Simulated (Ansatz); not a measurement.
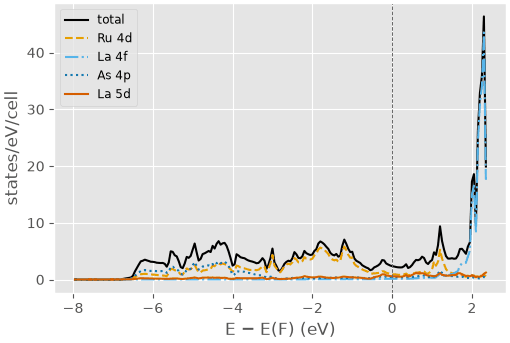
Figure. Total and projected density of states of LaAs₂Ru₂ in space group I4/mmm (No. 139; La on 2a, As on 4e, Ru on 4d), plane-wave PAW r²SCAN (Ansatz code)

Which orbitals carry the states next to the Fermi level?

Within 0.5 eV of the Fermi level: Ru 4d 42 %, La 5d 25 %, As 4p 18 %. Projections are on Löwdin-orthogonalised atomic valence shells; empty p or d shells of many metals are not among them.

Where is the tallest occupied peak in this window, and what makes it?

Near -1.2 eV, about 7.0 states/eV per cell; the largest projected share is Ru 4d.

The workflow started from a Materials Project entry (that database holds measured and hypothetical structures alike); the Crystallography Open Database copy checked does not list it. Its standing as an ambient phase is unchecked. The cell was relaxed with r²SCAN under the symmetry of its start; whether a distortion lowers the energy is not shown. The run is not spin-polarised. Spin–orbit coupling is left out wherever it is not named.

Potentials: the later of the program's two PAW sets.
